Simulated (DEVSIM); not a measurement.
System: Au/SiO2/p-GaSb capacitor, at 400 K.

| layer (left to right) | material | thickness (nm) | Na (cm⁻³) |
|---|---|---|---|
| 1 | SiO2 | 12.0 | - |
| 2 | GaSb | 390 | 2.4e18 |

Metal gate on the left, work function 5.1 eV. Fixed charge at the semiconductor interface 8.8e11 cm⁻² (in units of +e); interface traps 2.2e10 cm⁻² eV⁻¹, uniform in energy, neutral level at 0.5 of the gap above the valence band.

This is a model device: material constants are rounded textbook-type values typed into the input, and sizes, dopings and lifetimes were drawn at random. Values at 300 K; Nc and Nv go as T^1.5, mobilities as T to minus their exponent, the gap by Varshni's rule with the affinity fixed.

```
parameter         SiO2     GaSb
----------------  ----  -------
gap (eV)             9    0.726
affinity (eV)      0.9     4.06
permittivity       3.9     15.7
Nc (cm⁻³)            -   2.1e17
Nv (cm⁻³)            -   1.8e19
Varshni α (eV/K)     -  0.00042
Varshni β (K)        -      140
```

Model (solved in DEVSIM): 1D Poisson equation in equilibrium, Boltzmann statistics, complete ionisation; no quantum confinement or tunnelling. Metal contacts follow the ideal Schottky-Mott rule: no Fermi-level pinning, no interface dipoles.

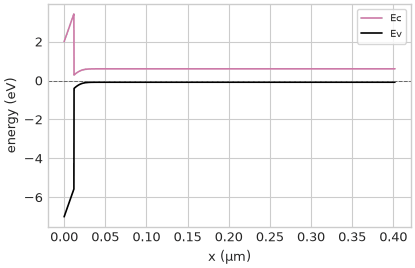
*Band edges at 2.2 V on the gate*

Energies count from the Fermi level of the right contact; mesh points crowd at the junctions.

```csv
x (μm),Ec (eV),Ev (eV),n (cm⁻³),p (cm⁻³),field (V/cm)
0.000,2.000,-7.000,< 1e2,< 1e2,1200000
0.0009817,2.118,-6.882,< 1e2,< 1e2,1200000
0.002519,2.302,-6.698,< 1e2,< 1e2,1200000
0.005206,2.625,-6.375,< 1e2,< 1e2,1200000
0.009127,3.096,-5.904,< 1e2,< 1e2,1200000
0.01080,3.297,-5.703,< 1e2,< 1e2,1200000
0.01187,3.425,-5.575,< 1e2,< 1e2,1200000
0.01320,0.326,-0.361,2.5e13,7.8e14,370000
0.01518,0.393,-0.294,3.6e12,5.4e15,310000
0.01907,0.494,-0.194,1.9e11,1.0e17,210000
0.02594,0.580,-0.108,1.6e10,1.2e18,60000
0.04592,0.603,-0.084,8.2e9,2.4e18,260
0.07740,0.603,-0.084,8.1e9,2.4e18,≈ 0
0.1371,0.603,-0.084,8.1e9,2.4e18,≈ 0
0.2631,0.603,-0.084,8.1e9,2.4e18,≈ 0
0.3293,0.603,-0.084,8.1e9,2.4e18,≈ 0
0.3643,0.603,-0.084,8.1e9,2.4e18,≈ 0
0.3820,0.603,-0.084,8.1e9,2.4e18,≈ 0
0.3940,0.603,-0.084,8.1e9,2.4e18,≈ 0
0.3983,0.603,-0.084,8.1e9,2.4e18,≈ 0
0.4005,0.603,-0.084,8.1e9,2.4e18,≈ 0
0.4020,0.603,-0.084,8.1e9,2.4e18,≈ 0
```
